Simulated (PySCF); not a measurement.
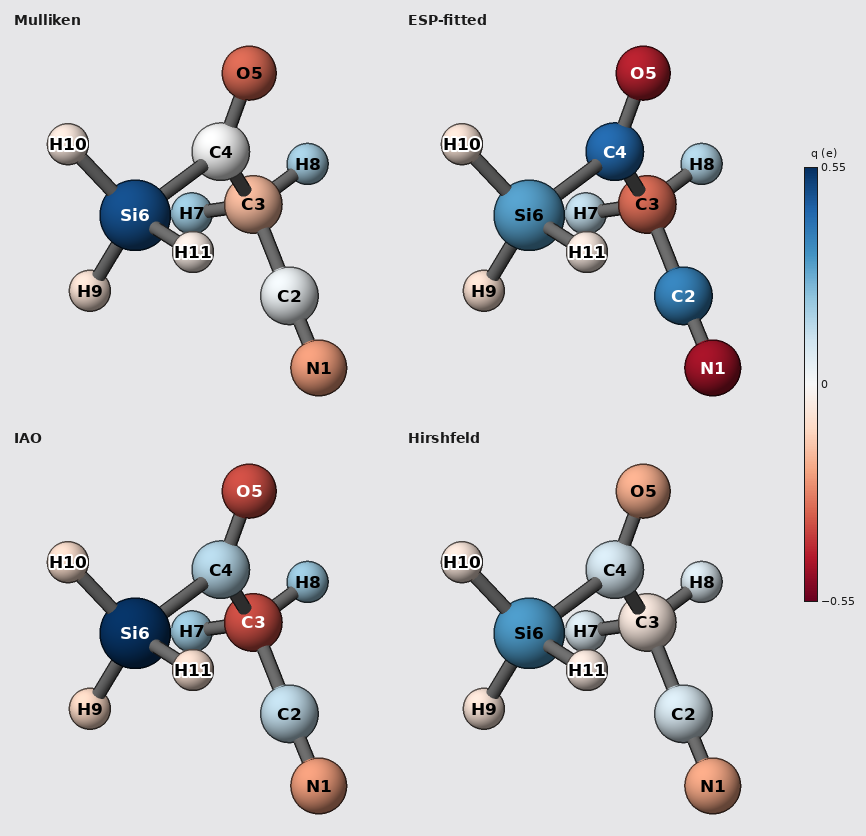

Atomic charges of one calculation by 4 schemes, on one colour scale. Computed geometry: GFN2-xTB optimisation. No frequency run is at hand to confirm it as a minimum. Level of theory: PBE0/pcSseg-1 (PySCF 2.14.0).

On which atom do the schemes disagree most?

Answer. On C4 (from 0.00 to 0.43 e).

List the charges (e), one line for each set of equivalent atoms.

```csv
atom,Mulliken,ESP-fitted,IAO,Hirshfeld
N1,−0.23,−0.46,−0.23,−0.21
C2,0.03,0.37,0.14,0.09
C3,−0.17,−0.31,−0.35,−0.05
C4,0.00,0.43,0.16,0.10
O5,−0.31,−0.43,−0.36,−0.20
Si6,0.48,0.30,0.54,0.32
H7,0.19,0.13,0.20,0.08
H8,0.18,0.16,0.20,0.07
H9,−0.07,−0.08,−0.11,−0.07
H10,−0.06,−0.07,−0.09,−0.06
H11,−0.04,−0.05,−0.08,−0.06
```

The geometry is semi-empirical. Around Si such bond lengths and angles can be off by a tenth of an ångström or more and by several degrees, and values that hang on the shape move with them.
